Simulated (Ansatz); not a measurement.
# GeH− (singlet): correlated methods under varied settings at distance Ge1–H2 = 2.035 Å

Aim: run GeH− (singlet) at one geometry under a spread of methods and options, and see what each costs and gives.

Computed with Ansatz 0.2.0, Gaussian basis. Level: the settings change from run to run.

21 further runs of the same task are left out: 4 for a known fault of the program, 14 that didn't finish, 3 set aside as unsound or not needed.

## (1) What is computed

The geometry derives from a PBE0/def2-TZVPD stationary point (not a proven minimum). One bond is set to the value named and the two fragments are kept rigid. No spin-orbit coupling is included. The filled d shell of Ge may be among the frozen orbitals whatever the setting's name suggests; the logs give the count.

2 atoms, charge -1, spin multiplicity 1.

Atoms are counted from 1 here; the program's logs count them from 0.

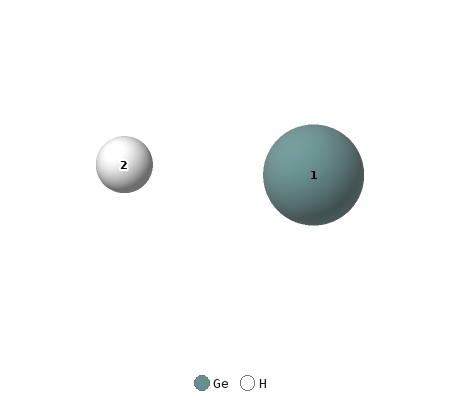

The structure; germanium teal, hydrogen white; atoms are numbered from 1 in the order of the file.

## (2) CISDT/6-31G*

File in.yaml:

```yaml
crystal:
  periodic: [false, false, false]
  atoms:
    - {symbol: Ge, position_ang: [0.000000, 0.000000, 0.000000]}
    - {symbol: H, position_ang: [0.000000, 0.000000, 2.035000]}
basis:
  gaussian: {orbitals: "6-31G*"}
total_charge: -1
correlation: {active_space: {ras: {orbitals: [3, 0, 20], electrons: 6, max_holes: 3, max_particles: 3}, fixed_orbitals: true}}
accuracy: high
scf: {lower_state_search: off}
```

Run with:

```sh
> ansatz run in.yaml --threads 1 --pin off --events-out ev --progress --plain --max-ram 2393MiB
```

What it wrote:

```text
Functional definition: HF
  name "HF"
  cite "Fock, Z. Phys. 61, 126 (1930) doi:10.1007/BF01340294"
  parent pbe
  exchange = exact_x
  correlation = 0
these checks for a lower state are left out or cut short: stability, starts, cluster_reference, orbital_swaps, neighbouring_geometries, increment
556 factors; integrals over basis functions are off by at most 4.1e-9 eV
mean field evaluation 1: about -56478.1837 eV, gradient 1.1e1 eV
mean field evaluation 2: about -56478.1927 eV, gradient 1.1e1 eV
mean field evaluation 4: about -56478.6294 eV, gradient 1.1e0 eV
mean field evaluation 8: about -56478.6382 eV, gradient 1.1e-5 eV
mean field evaluation 16: about -56478.6382 eV, gradient 2.8e-8 eV
mean field -56478.63821547 eV, -2075.5516718225 hartree, gradient 2.8e-8 eV, S^2 0.000000; 0 other end points of the search recorded, 0 dependent functions left out
reference -56478.63821547 eV, -2075.5516718225 hartree; 17, 17 occupied and 20, 20 virtual orbitals, 556 factors
state -56481.49145503 eV, -2075.6565264426 hartree
Total energy: -56481.49145503 eV, -2075.6565264426 hartree
Checks for a lower state left out: stability, starts, cluster_reference, orbital_swaps, neighbouring_geometries, increment
```

It took 1.9 s on 1 thread of Arm Neoverse N1, shared host.

From the report: 18,120 determinants.

## (3) MRCISD+Q(relaxed)(4,7)/aug-cc-pVDZ

File in.yaml:

```yaml
crystal:
  periodic: [false, false, false]
  atoms:
    - {symbol: Ge, position_ang: [0.000000, 0.000000, 0.000000]}
    - {symbol: H, position_ang: [0.000000, 0.000000, 2.035000]}
basis:
  gaussian: {orbitals: aug-cc-pVDZ}
total_charge: -1
correlation: {method: fic_mrcisd_q_relaxed, electrons: outside_noble_gas, active_space: {window: {electrons: 4, orbitals: 7}}}
```

Launched as before.

What it wrote, shortened:

```text
Functional definition: HF
  name "HF"
  cite "Fock, Z. Phys. 61, 126 (1930) doi:10.1007/BF01340294"
  parent pbe
[...]
493 factors; integrals over basis functions are off by at most 8.9e-4 eV
[...]
mean field -56485.99338937 eV, -2075.8219694778 hartree, gradient 2.5e-6 eV, S^2 0.000000; 5 other end points of the search recorded, 0 dependent functions left out; unrestricted orbitals would lower it
reference -56485.99338937 eV, -2075.8219694778 hartree; 17, 17 occupied and 28, 28 virtual orbitals, 493 factors
state -56487.40987051 eV, -2075.8740241996 hartree
contracted CI cycle   1: correlation 0.00000000 eV, 0.0000000000 hartree, residual 7.60e0 eV
contracted CI cycle   2: correlation -1.67120198 eV, -0.0614155401 hartree, residual 1.96e0 eV
contracted CI cycle   3: correlation -1.77097829 eV, -0.0650822516 hartree, residual 7.00e-1 eV
contracted CI cycle   4: correlation -1.78673661 eV, -0.0656613594 hartree, residual 4.54e-1 eV
[...]
contracted CI cycle   7: correlation -2.09986028 eV, -0.0771684421 hartree, residual 2.51e-2 eV
contracted CI cycle   8: correlation -2.09987961 eV, -0.0771691522 hartree, residual 1.21e-2 eV
contracted CI cycle   9: correlation -2.09988368 eV, -0.0771693020 hartree, residual 5.65e-3 eV
contracted CI cycle  10: correlation -2.09988462 eV, -0.0771693365 hartree, residual 2.75e-3 eV
contracted CI cycle  11: correlation -2.09988482 eV, -0.0771693439 hartree, residual 1.07e-3 eV
state -56487.30061107 eV, -2075.8700089894 hartree; corrected -56489.55303891 eV, -2075.9527841856 hartree
state -56487.30061107 eV, -2075.8700089894 hartree; corrected -56489.55303891 eV, -2075.9527841856 hartree
the orbitals are reached from a further start. From the first start the search ends at -56487.32106444 eV, -2075.8707606368 hartree
WARN: the results are in doubt because another end's mean lies 0.109 eV lower, and its corrected mean 0.088 eV higher
Total energy: -56489.55303891 eV, -2075.9527841856 hartree
In doubt: another end's mean lies 0.109 eV lower, and its corrected mean 0.088 eV higher
```

It took 22 s on 1 thread of Arm Neoverse N1, shared host.

From the report: 113 determinants; active occupations 1.93, 0.99, 0.99, 0.06, 0.01, 0.01, 0.01. Mind the lines of doubt at the end of the log.

## (4) CISDTQ/STO-3G

File in.yaml:

```yaml
crystal:
  periodic: [false, false, false]
  atoms:
    - {symbol: Ge, position_ang: [0.000000, 0.000000, 0.000000]}
    - {symbol: H, position_ang: [0.000000, 0.000000, 2.035000]}
basis:
  gaussian: {orbitals: STO-3G, point_charges: [{charge: -0.50, position_ang: [4.957, -0.431, -0.411]}]}
total_charge: -1
correlation: {active_space: {ras: {orbitals: [3, 0, 2], electrons: 6, max_holes: 4, max_particles: 4}, fixed_orbitals: true}}
output: {forces: true}
```

Same command.

What it wrote, shortened:

```text
Functional definition: HF
  name "HF"
  cite "Fock, Z. Phys. 61, 126 (1930) doi:10.1007/BF01340294"
  parent pbe
[...]
181 factors; integrals over basis functions are off by at most 1.7e-5 eV
[...]
mean field -55834.11473273 eV, -2051.8658707054 hartree, gradient 2.4e-6 eV, S^2 0.000000; 5 other end points of the search recorded, 0 dependent functions left out
reference -55834.11473273 eV, -2051.8658707054 hartree; 17, 17 occupied and 2, 2 virtual orbitals, 181 factors
state -55835.40534613 eV, -2051.9132998731 hartree
[...]
Total energy: -55835.40534613 eV, -2051.9132998731 hartree
Atom 0 at     0.000000     0.000000     0.000000 Å, force    -0.222082     0.019310     2.964087 eV/Å
Atom 1 at     0.000000     0.000000     2.035000 Å, force    -0.038650     0.003361    -2.926602 eV/Å
Dipole moment:     0.026304    -0.002287    -0.396096 e Å
```

It took 0.27 s on 1 thread of Arm Neoverse N1, shared host.

From the report: 100 determinants.

## (5) MP2 on RHF/6-31G*

File in.yaml:

```yaml
crystal:
  periodic: [false, false, false]
  atoms:
    - {symbol: Ge, position_ang: [0.000000, 0.000000, 0.000000]}
    - {symbol: H, position_ang: [0.000000, 0.000000, 2.035000]}
basis:
  gaussian: {orbitals: "6-31G*"}
total_charge: -1
magnetization: {spin_polarized: false}
correlation: {method: mp2, electrons: valence}
```

Launched as before.

What it wrote, shortened:

```text
Functional definition: HF
  name "HF"
  cite "Fock, Z. Phys. 61, 126 (1930) doi:10.1007/BF01340294"
  parent pbe
[...]
342 factors; integrals over basis functions are off by at most 5.9e-4 eV
[...]
mean field -56478.63818904 eV, -2075.5516708512 hartree, gradient 4.6e-6 eV, S^2 0.000000; 2 other end points of the search recorded, 0 dependent functions left out; unrestricted orbitals would lower it
[...]
unrestricted determinant -56479.76470305 eV, -2075.5930694775 hartree, S^2 1.0174
9 core orbitals not correlated: weight in the atoms' cores, before any rotation towards them, 1.000 or more for the frozen orbitals, at most 0.000 for the correlated occupied ones
reference -56478.63818904 eV, -2075.5516708512 hartree; 8, 8 occupied and 20, 20 virtual orbitals, 342 factors
second order -6.64096942 eV of doubles, -0.00000000 eV of singles
Total energy: -56485.27915845 eV, -2075.7957219759 hartree
```

It took 0.94 s on 1 thread of Arm Neoverse N1, shared host.

## (6) MP2 on RHF/6-31G

Edit in.yaml of step 5 so:

```diff
@@ -6,5 +6,6 @@
 basis:
-  gaussian: {orbitals: "6-31G*"}
+  gaussian: {orbitals: 6-31G}
 total_charge: -1
 magnetization: {spin_polarized: false}
-correlation: {method: mp2, electrons: valence}
+hamiltonian: {pseudopotentials: {relativity: scalar}}
+correlation: {method: mp2, electrons: outside_noble_gas}
```

Same command.

What it wrote, shortened:

```text
Functional definition: HF
  name "HF"
  cite "Fock, Z. Phys. 61, 126 (1930) doi:10.1007/BF01340294"
  parent pbe
[...]
288 factors; integrals over basis functions are off by at most 2.1e-4 eV
[...]
mean field -56950.07844065 eV, -2092.8767805444 hartree, gradient 9.7e-7 eV, S^2 0.000000; 2 other end points of the search recorded, 0 dependent functions left out; unrestricted orbitals would lower it
[...]
14 core orbitals not correlated: weight in the atoms' cores, before any rotation towards them, 1.000 or more for the frozen orbitals, at most 0.000 for the correlated occupied ones
reference -56950.07844065 eV, -2092.8767805444 hartree; 3, 3 occupied and 14, 14 virtual orbitals, 288 factors
second order -1.12512630 eV of doubles, -0.00000000 eV of singles
Total energy: -56951.20356696 eV, -2092.9181281734 hartree
Relativity: scalar
```

Run time: 0.54 s. Hardware: 1 thread of Arm Neoverse N1, shared host.

## (7) CCSD on UHF/6-31G*

File in.yaml:

```yaml
crystal:
  periodic: [false, false, false]
  atoms:
    - {symbol: Ge, position_ang: [0.000000, 0.000000, 0.000000]}
    - {symbol: H, position_ang: [0.000000, 0.000000, 2.035000]}
basis:
  gaussian: {orbitals: "6-31G*", fitting: {mean_field: def2-universal-jkfit}}
total_charge: -1
magnetization: {spin_polarized: true, initial_magnetization: 0}
correlation: {method: ccsd, electrons: all}
```

Same command.

What it wrote, shortened:

```text
Functional definition: HF
  name "HF"
  cite "Fock, Z. Phys. 61, 126 (1930) doi:10.1007/BF01340294"
  parent pbe
[...]
284 factors; integrals over basis functions are off by at most 1.5e-1 eV
[...]
mean field -56479.76306299 eV, -2075.5930092065 hartree, gradient 1.7e-6 eV, S^2 1.017451; 11 other end points of the search recorded, 0 dependent functions left out
determinant -56479.76306299 eV, -2075.5930092065 hartree, with singles and doubles -56487.64660445 eV, -2075.8827240114 hartree
determinant -56478.63650153 eV, -2075.5516088363 hartree, with singles and doubles -56486.85456286 eV, -2075.8536170198 hartree
determinant -56476.96888005 eV, -2075.4903248775 hartree, with singles and doubles -56484.58664650 eV, -2075.7702726310 hartree
determinant -56476.65189859 eV, -2075.4786760235 hartree, with singles and doubles -56484.40287403 eV, -2075.7635191173 hartree
reference -56479.76306299 eV, -2075.5930092065 hartree; 17, 17 occupied and 20, 20 virtual orbitals, 284 factors
second order -7.87490905 eV of doubles, -0.00000000 eV of singles
cycle   1  -7.87531825 eV  change    8.2e-3 eV  update   8.4e-3
[...]
cycle  10  -7.90677189 eV  change    2.0e-5 eV  update   7.0e-6
WARN: the results are in doubt because among natural orbitals full CI differs from the method by +0.655 eV
Total energy: -56487.66983488 eV, -2075.8835777139 hartree
In doubt: among natural orbitals full CI differs from the method by +0.655 eV
```

Run time: 9 s. Hardware: 1 thread of Arm Neoverse N1, shared host.

From the report: ⟨S²⟩ of the determinant 1.017 (pure singlet: 0.00); correlation -7.9068 eV; T1 0.010; largest double amplitude 0.28. The determinant is far from a pure spin state, so its energy mixes those of several spin states (harmless only where they are near-degenerate, as at dissociation). Mind the lines of doubt at the end of the log.

## (8) BCCD(T) on RHF/aug-cc-pVDZ

File in.yaml:

```yaml
crystal:
  periodic: [false, false, false]
  atoms:
    - {symbol: Ge, position_ang: [0.000000, 0.000000, 0.000000]}
    - {symbol: H, position_ang: [0.000000, 0.000000, 2.035000]}
basis:
  gaussian: {orbitals: aug-cc-pVDZ}
total_charge: -1
magnetization: {spin_polarized: false}
correlation: {method: bccd_t, electrons: all}
scf: {omitted_lower_state_checks: [cluster_reference]}
```

The command is unchanged.

What it wrote, shortened:

```text
Functional definition: HF
  name "HF"
  cite "Fock, Z. Phys. 61, 126 (1930) doi:10.1007/BF01340294"
  parent pbe
[...]
493 factors; integrals over basis functions are off by at most 8.9e-4 eV
[...]
mean field -56485.99338937 eV, -2075.8219694778 hartree, gradient 2.5e-6 eV, S^2 0.000000; 5 other end points of the search recorded, 0 dependent functions left out; unrestricted orbitals would lower it
reference -56485.99338937 eV, -2075.8219694778 hartree; 17, 17 occupied and 28, 28 virtual orbitals, 493 factors
second order -3.21221053 eV of doubles, -0.00000000 eV of singles
cycle   1  -3.63638539 eV  change   -4.2e-1 eV  update   7.6e-2
[...]
cycle  12  -3.91849492 eV  change    9.5e-7 eV  update   1.7e-5
perturbative correction -0.20068488 eV, -0.0073750334 hartree
Total energy: -56490.11256917 eV, -2075.9733465435 hartree
Checks for a lower state left out: cluster_reference
```

Wall time 3.4 s (1 thread of Arm Neoverse N1, shared host).

From the report: correlation -4.1192 eV; largest double amplitude 0.15.

## (9) BCCD/pcseg-2

File in.yaml:

```yaml
crystal:
  periodic: [false, false, false]
  atoms:
    - {symbol: Ge, position_ang: [0.000000, 0.000000, 0.000000]}
    - {symbol: H, position_ang: [0.000000, 0.000000, 2.035000]}
basis:
  gaussian: {orbitals: pcseg-2, fitting: {mean_field: def2-universal-jkfit}}
total_charge: -1
magnetization: {spin_polarized: false}
hamiltonian: {xc: {name: B3LYP}, pseudopotentials: {relativity: none}}
correlation: {method: bccd, electrons: outside_noble_gas, diis_vectors: 1}
output: {forces: true}
```

Launched as before.

What it wrote, shortened:

```text
Functional definition: B3LYP
  name "B3LYP"
  cite "Stephens, Devlin, Chabalowski & Frisch, J. Phys. Chem. 98, 11623 (1994) doi:10.1021/j100096a001"
  cite "Becke, Phys. Rev. A 38, 3098 (1988) doi:10.1103/PhysRevA.38.3098"
  cite "Lee, Yang & Parr, Phys. Rev. B 37, 785 (1988) doi:10.1103/PhysRevB.37.785"
  cite "Vosko, Wilk & Nusair, Can. J. Phys. 58, 1200 (1980) doi:10.1139/p80-159"
[...]
284 factors; integrals over basis functions are off by at most 1.5e0 eV
[...]
mean field -56534.79004850 eV, -2077.6152136255 hartree, gradient 1.6e-6 eV, S^2 0.000000; 2 other end points of the search recorded, 0 dependent functions left out; unrestricted orbitals would lower it
[...]
unrestricted determinant -56488.08074050 eV, -2075.8986782172 hartree, S^2 1.0302
14 core orbitals not correlated: weight in the atoms' cores, before any rotation towards them, 1.000 or more for the frozen orbitals, at most 0.000 for the correlated occupied ones
reference -56486.51300999 eV, -2075.8410651834 hartree; 3, 3 occupied and 40, 40 virtual orbitals, 284 factors
second order -2.85791587 eV of doubles, -0.15738613 eV of singles
cycle   1  -3.40657323 eV  change   -4.0e-1 eV  update   7.6e-2
[...]
cycle  35  -3.68123355 eV  change   -5.7e-7 eV  update   7.8e-7
[...]
Total energy: -56490.19424354 eV, -2075.9763480211 hartree
Atom 0 at     0.000000     0.000000     0.000000 Å, force     0.000000     0.000000     1.817322 eV/Å
Atom 1 at     0.000000     0.000000     2.035000 Å, force     0.000000    -0.000000    -1.817322 eV/Å
Dipole moment:    -0.000000    -0.000000    -0.436050 e Å
```

Wall time 4.5 s (1 thread of Arm Neoverse N1, shared host).

From the report: correlation -3.6812 eV; largest double amplitude 0.28.

## (10) MP2 on RHF/aug-cc-pVDZ

File in.yaml:

```yaml
crystal:
  periodic: [false, false, false]
  atoms:
    - {symbol: Ge, position_ang: [0.000000, 0.000000, 0.000000]}
    - {symbol: H, position_ang: [0.000000, 0.000000, 2.035000]}
basis:
  gaussian: {orbitals: aug-cc-pVDZ}
total_charge: -1
magnetization: {spin_polarized: false}
correlation: {method: mp2, electrons: outside_noble_gas}
scf: {lower_state_search: light}
```

Launched as before.

What it wrote, shortened:

```text
Functional definition: HF
  name "HF"
  cite "Fock, Z. Phys. 61, 126 (1930) doi:10.1007/BF01340294"
  parent pbe
[...]
493 factors; integrals over basis functions are off by at most 8.9e-4 eV
[...]
mean field -56485.99338937 eV, -2075.8219694778 hartree, gradient 2.5e-6 eV, S^2 0.000000; 5 other end points of the search recorded, 0 dependent functions left out; unrestricted orbitals would lower it
[...]
unrestricted determinant -56487.02590471 eV, -2075.8599137168 hartree, S^2 1.0285
14 core orbitals not correlated: weight in the atoms' cores, before any rotation towards them, 1.000 or more for the frozen orbitals, at most 0.000 for the correlated occupied ones
reference -56485.99338937 eV, -2075.8219694778 hartree; 3, 3 occupied and 28, 28 virtual orbitals, 493 factors
second order -2.45570938 eV of doubles, -0.00000000 eV of singles
Total energy: -56488.44909875 eV, -2075.9122151330 hartree
```

It took 1.8 s on 1 thread of Arm Neoverse N1, shared host.

## (11) All runs side by side

Where basis and cores are those of an earlier FCI/aug-cc-pVDZ run (-56489.5203 eV), and the state is the same kind, the miss against it is given. † marks a result that the program doubts.

```
                                level         correlated  functions  energy (eV)  from FCI (meV)    time
                         CISDT/6-31G*  outside noble gas         37  -56481.4915                   1.9 s
 MRCISD+Q(relaxed)(4,7)/aug-cc-pVDZ †  outside noble gas         45  -56489.5530           -32.7    22 s
CISDTQ/STO-3G (beside a point charge)  outside noble gas         19  -55835.4053                  0.27 s
                    MP2 on RHF/6-31G*            valence         37  -56485.2792                  0.94 s
    MP2 on RHF/6-31G (relativity set)  outside noble gas         31  -56951.2036                  0.54 s
                 CCSD on UHF/6-31G* †                all         37  -56487.6698                     9 s
           BCCD(T) on RHF/aug-cc-pVDZ                all         45  -56490.1126                   3.4 s
     BCCD/pcseg-2 (on B3LYP orbitals)  outside noble gas         57  -56490.1942                   4.5 s
               MP2 on RHF/aug-cc-pVDZ  outside noble gas         45  -56488.4491          1071.2   1.8 s
```

## (12) Summary of results

| quantity | value |
| --- | --- |
| runs | 9 |
| quickest | CISDTQ/STO-3G (beside a point charge), 0.27 s |
| slowest | MRCISD+Q(relaxed)(4,7)/aug-cc-pVDZ †, 22 s |

**Reading.** Total energies in different bases, with other cores or another treatment of relativity can't be set against each other. MRCISD+Q(relaxed)(4,7)/aug-cc-pVDZ † took 80 times as long as CISDTQ/STO-3G (beside a point charge); the jobs differ in more than the method. Among the correlated runs with a miss given, it spans -33 to +1071 meV.
